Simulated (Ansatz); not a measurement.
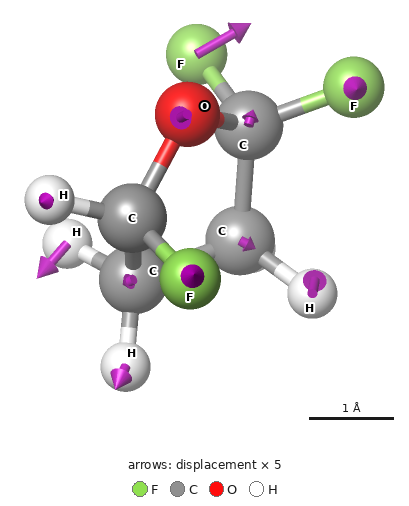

A relaxation of C₄H₅F₃O (coarse preliminary run). The starting structure is drawn; purple arrows show the displacements, magnified 5 times. The two geometries are superimposed by the best rigid fit.

The picture is a ball-and-stick view, seen from a free direction.

The start comes from a force field.

All numbers below come from RKS PBE-D4/def2-SVP in Ansatz 0.2.0. Set-up: force threshold 0.03 eV/Å; at most 200 steps.

What did the optimiser do to the structure, and how much energy did it gain?

Over 6 geometry steps the energy falls by 0.614 eV. The largest force component goes from 4.6 to 0.011 eV/Å. The atom that moves furthest after the best rigid fit is an F atom (0.15 Å). Largest moves by element: F 0.15 Å, H 0.12 Å, O 0.09 Å, C 0.04 Å. Among the contacts that change: C–H 1.211 → 1.107 Å, C–F 1.305 → 1.386 Å, C–H 1.056 → 1.105 Å, C–C 1.485 → 1.531 Å. Bond angles that change, for instance: C–C–H 104.2° → 110.9°, C–O–C 105.0° → 110.6°, C–C–H 105.5° → 111.0°.
